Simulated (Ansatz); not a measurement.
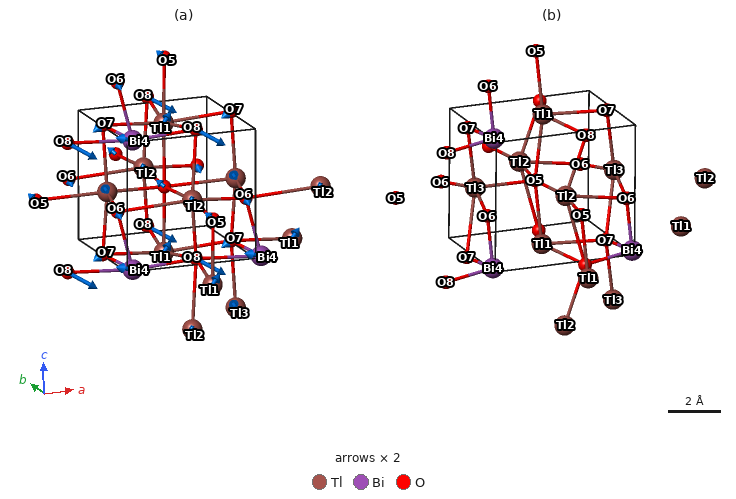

The structure of a crystal of Tl3BiO4 (a generated structure, set up in P1) (coarse preliminary run) before (left) and after (right) a relaxation, at one scale. The blue arrows give the displacements (the part carried along by the change of the cell is left out), 2 times their true length.

The picture is a ball-and-stick view of the cell of the calculation, seen slightly off an axis.

Method: DFT PBE, scalar-relativistic, plane waves, PAW in Ansatz 0.2.0.

Input file:
```yaml
crystal:
  lattice:
    - [5.2683853821, -0.0711336176, 0.021245056]
    - [-0.0711336176, 5.0363716863, 0.0070521461]
    - [0.021245056, 0.0070521461, 5.1640586943]
  atoms:
    - { symbol: Tl, position: [0.4738549473, 0.497787962, -0.0215152034] }
    - { symbol: Tl, position: [0.5066835853, -0.0008947702, 0.5030144526] }
    - { symbol: Tl, position: [0.0177031672, 0.4551674368, 0.5034524285] }
    - { symbol: Bi, position: [0.0580532392, 0.0409339975, 0.0025692077] }
    - { symbol: O, position: [0.4736701605, 0.4839516108, 0.4883273558] }
    - { symbol: O, position: [-0.0604991203, 0.0387801584, 0.4627677331] }
    - { symbol: O, position: [0.9826225842, 0.4546219254, 0.023859527] }
    - { symbol: O, position: [0.5479114366, 0.0296516794, 0.0375244987] }
basis:
  ecutwfc: 420
kpoints:
  mp_grid: { grid: [4, 4, 4] }
hamiltonian:
  xc: pbe
scf:
  occupations: { method: gaussian, width: 0.2 }
  lower_state_search: "off"
output:
  forces: true
  stress: true
  eigenvalues: true
relax:
  adjacent_minimum: "off"
  f_tol: 0.025
  max_steps: 60
  cell: { stress_tol: 0.25 }
```

Run as
```bash
ansatz run input.yaml --threads 1 --pin off --max-ram 2048MiB --backend cpu --events-out ev --progress --plain --runs-dir out
```

Q: Describe what moved and what it gained.

A: The run was cut off at its time limit before the relaxation converged, so the last structure is only a point on the way. The atom that moves furthest relative to the cell is O8 (0.66 Å along [3 −2 −2]). Largest moves by element: O 0.66 Å, Bi 0.41 Å, Tl 0.31 Å. Cell: a 5.269 → 5.774 Å (+9.6 %), b 5.037 → 5.136 Å (+2.0 %), c 5.164 → 5.160 Å (−0.1 %), α 89.8° → 89.1°, β 89.5° → 88.3°, γ 91.6° → 88.5°. Volume +11.6 %. Some distances before and after: Bi4–O8 2.591 → 3.738 Å, Tl1–O7 2.600 → 3.286 Å, Bi4–O8 (another image) 2.692 → 2.083 Å, Tl3–O6 2.137 → 2.703 Å. Bonds break: Bi4–O8 (2.59 → 3.74 Å). Among the angles between lasting bonds that change: Tl1–O5–Tl1 176.9° → 166.2°, O5–Tl1–O5 176.9° → 166.2°, O6–Bi4–O7 84.2° → 94.4°. The space group stays P1 (No. 1). The energy falls by 221 meV per atom in 11 accepted moves (13 points after the start). The largest force component goes from 2.6 to 0.15 eV/Å. Pressure: 5.89 GPa at the start and −0.33 GPa at the end. The line search rejected the trial step at point 3 of the run. The SCF was repeated once at an unchanged geometry on a basis and grid sized afresh for the cell, which shifted the energy by 5.7 meV per atom at most.
